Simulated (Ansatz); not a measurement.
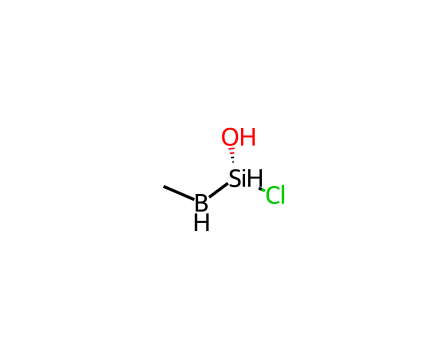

Structural formula above. Computed geometry: PBE0-D4/def2-TZVP optimisation. No frequency run is at hand to confirm it as a minimum.

What does the molecule look like in three dimensions?

It has 11 atoms: 1 carbon, 6 hydrogen, 1 boron, 1 chlorine, 1 oxygen and 1 silicon (CH₆BClOSi). Its SMILES string is `CB[Si@H](O)Cl`. It has no ring. Among its groups: Si–H bond, Si–O bond, B–H bond. This geometry has C1 symmetry. Coordination: 1 C tetrahedral; 1 B trigonal planar; 1 Si tetrahedral; 1 O bent.

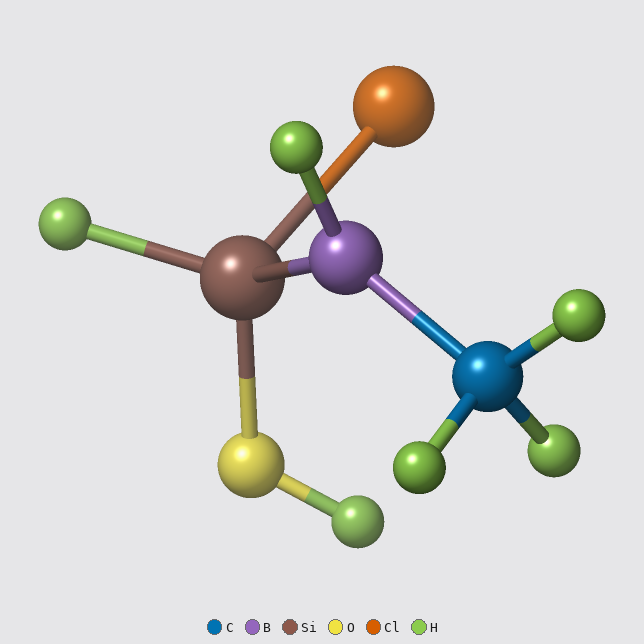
